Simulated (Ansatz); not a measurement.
```xyz
8

Ge    0.5008   -0.1503   -0.2045
O    -0.4051   -0.2108    2.2448
H    -1.0904   -0.7548    1.7976
F     0.8984   -0.2756   -1.9138
H     0.0447    1.3040   -0.0097
F    -0.8932   -1.2500   -0.1238
H     1.7144   -0.7779    0.5088
H     0.0981   -0.8754    2.7525
```

Theory: Ansatz 0.2.0, RKS PBE/def2-SVP.

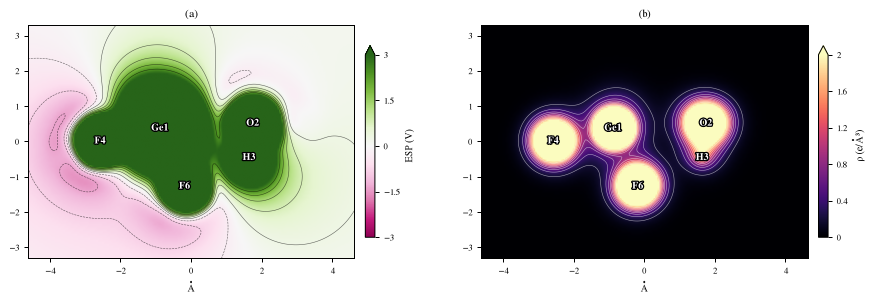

F2GeH2···H2O. (a) electrostatic potential; (b) electron density on the plane of atoms F4, Ge1 and F6.

Question: Describe what can be read from this map.

Answer:
- The plane passes through Ge, O, H and F nuclei.
- Ge1···O2 (2.61 Å): the density falls to about 0.18 e/Å³ on the way.
- Ge–F (1.76 Å): ρ is about 0.87 e/Å³ halfway.
- O–H (0.98 Å): ρ at the midpoint is about 3.6 e/Å³.
- Outside the dense part of the complex the potential is most negative (−1.5 V) near F4.
